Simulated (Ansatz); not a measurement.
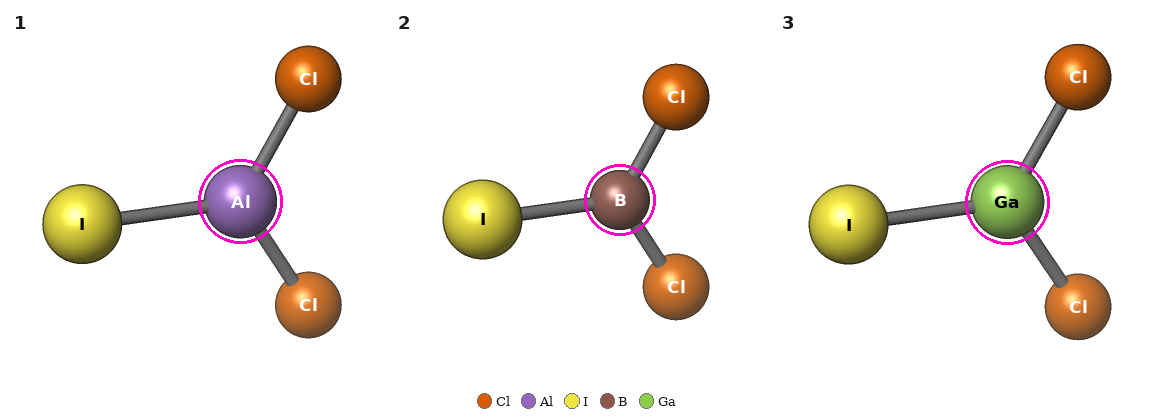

3 molecules with one skeleton, seen from the same side and at one scale; the atom that differs is circled. Charge 0, singlet. Computed geometries: PBE0-D4/def2-TZVP optimisations, one conformation each. Properties computed with Ansatz 0.2.0. Elements past Kr carry core potentials.

One atom differs, called X below: Al in panel 1, B in panel 2, Ga in panel 3. Their formulas are AlICl2 (`[Cl][Al]([Cl])[I]`), BICl2 (`ClB(Cl)I`), GaICl2 (`[Cl][Ga]([Cl])[I]`).

Question: Rank them by the HOMO–LUMO gap, lowest first (PBE-D4/def2-TZVPP).

Answer: 2 (B), 3 (Ga), 1 (Al).

Question: Rank them by the dipole moment, lowest first (PBE-D4/def2-TZVPP).

Answer: 2 (B), 1 (Al), 3 (Ga).

Give the values. With PBE0-D4/def2-TZVP: mean length of X–Cl (Å), length of X–I (Å), angle Cl–X–Cl (°). With PBE-D4/def2-TZVPP: dipole moment (D), HOMO energy (Kohn–Sham orbital) (eV), HOMO–LUMO gap (eV).

```json
{"quantity": "mean length of X–Cl (Å)", "1 (Al)": "2.074", "2 (B)": "1.734", "3 (Ga)": "2.120"}
{"quantity": "length of X–I (Å)", "1 (Al)": "2.439", "2 (B)": "2.118", "3 (Ga)": "2.450"}
{"quantity": "angle Cl–X–Cl (°)", "1 (Al)": "119.2", "2 (B)": "120.0", "3 (Ga)": "118.1"}
{"quantity": "dipole moment (D)", "1 (Al)": "0.60", "2 (B)": "0.09", "3 (Ga)": "0.96"}
{"quantity": "HOMO energy (Kohn–Sham orbital) (eV)", "1 (Al)": "−7.04", "2 (B)": "−6.70", "3 (Ga)": "−7.10"}
{"quantity": "HOMO–LUMO gap (eV)", "1 (Al)": "4.72", "2 (B)": "3.87", "3 (Ga)": "4.06"}
```
